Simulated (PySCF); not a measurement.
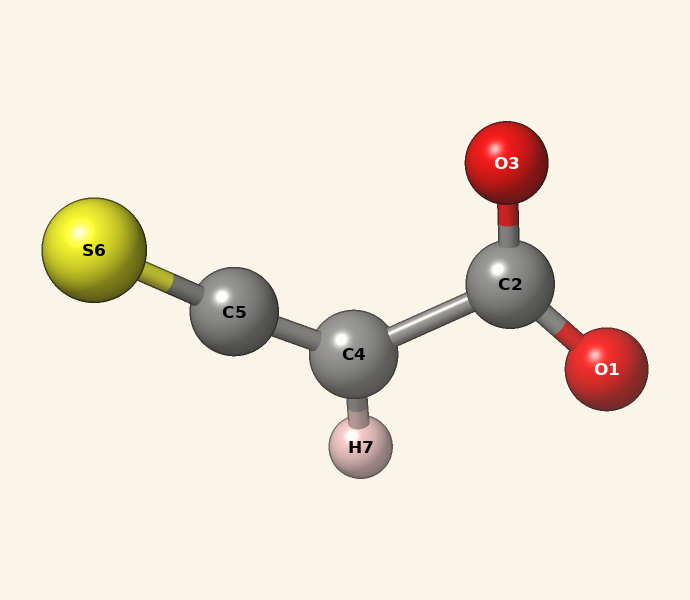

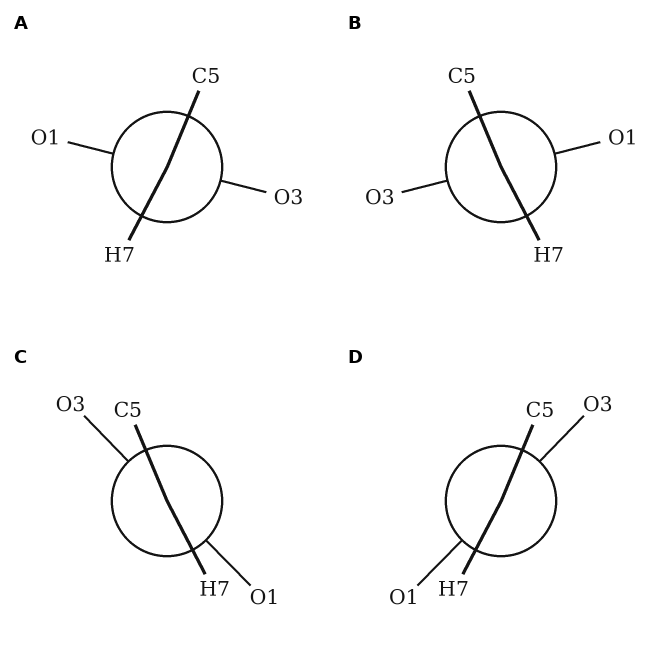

Depth is shown by fading: the farther an atom, the more it takes the colour of the background. Bonds that would overlap in a projection are set slightly apart. The species has charge −1 and is a spin singlet. The computed structure is the end point of a PBE0-D3(BJ)/def2-SVP optimisation. No frequency run is at hand to confirm it as a minimum.

> Which Newman projection shows the view along C4–C2, with C4 in front?

C. The torsion angle C5–C4–C2–O1 is 159°, antiperiplanar (anti).
